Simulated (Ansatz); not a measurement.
Zn₂Ga₃Si₃N₈

```
N Si Zn Ga
1.0
    -0.00003  -11.06296   -0.00601
     6.31964    0.00002   -0.00006
    -0.00005    0.00281    5.10708
N Si Zn Ga
16 6 4 6
Direct
  0.33053 0.99999 0.40415
  0.83053 0.49999 0.40415
  0.58955 0.22611 0.34365
  0.08955 0.72611 0.34365
  0.08954 0.27388 0.34362
  0.58954 0.77388 0.34362
  0.81763 0.99999 0.40307
  0.31763 0.49999 0.40307
  0.43317 0.25175 0.88859
  0.93317 0.75175 0.88859
  0.15197 0.00000 0.89597
  0.65197 0.50000 0.89597
  0.64941 0.99998 0.84239
  0.14941 0.49998 0.84239
  0.93315 0.24823 0.88858
  0.43315 0.74823 0.88858
  0.58093 0.24849 0.98788
  0.08093 0.74849 0.98788
  0.08092 0.25149 0.98786
  0.58092 0.75149 0.98786
  0.66450 0.99998 0.48250
  0.16450 0.49998 0.48250
  0.33599 0.00000 0.01104
  0.83599 0.50000 0.01104
  0.83453 0.99999 0.00441
  0.33453 0.49999 0.00441
  0.41441 0.25005 0.51121
  0.91441 0.75005 0.51121
  0.16388 0.00000 0.49736
  0.66388 0.50000 0.49736
  0.91441 0.24994 0.51120
  0.41441 0.74994 0.51120
```

Space group Cm; a generated structure, not necessarily the stable one; computed without spin polarisation.

Theory: DFT PBE, scalar-relativistic, plane waves, PAW in Ansatz.

What can the converged valence pseudo-density and electron localisation function tell about the bonding?

Answer. Ga–N (1.90 Å): the density is about 0.81 e/Å³ at the midpoint; the ELF peaks at about 0.85 in the valence shell of N, 0.6 Å from its nucleus, and is about 0.50 at the midpoint.
Zn–N (2.01 Å): ρ at the midpoint is about 0.64 e/Å³; the ELF peaks at about 0.85 in the valence shell of N, 0.6 Å from its nucleus, and is about 0.35 at the midpoint.
Si–N (1.85 Å): ρ at the midpoint is about 0.9 e/Å³; the ELF peaks at about 0.90 between the atoms.

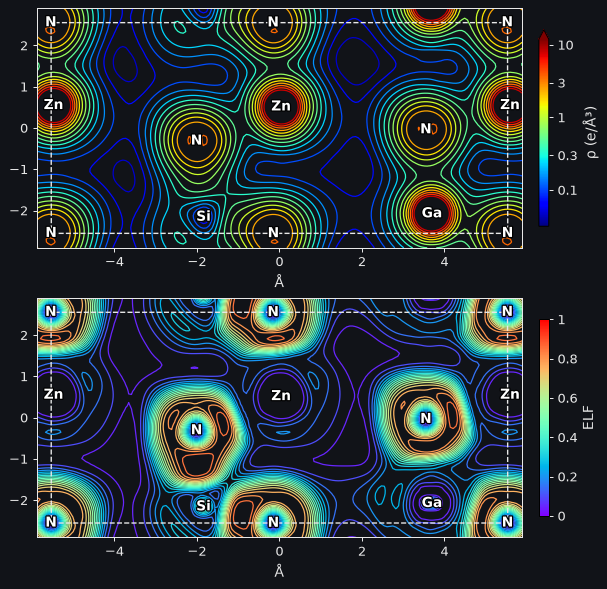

Computed valence pseudo-density and electron localisation function on the (010) plane of the conventional cell, in this order. 

In a PAW calculation such maps are meaningful between the atoms, not at the nuclei.
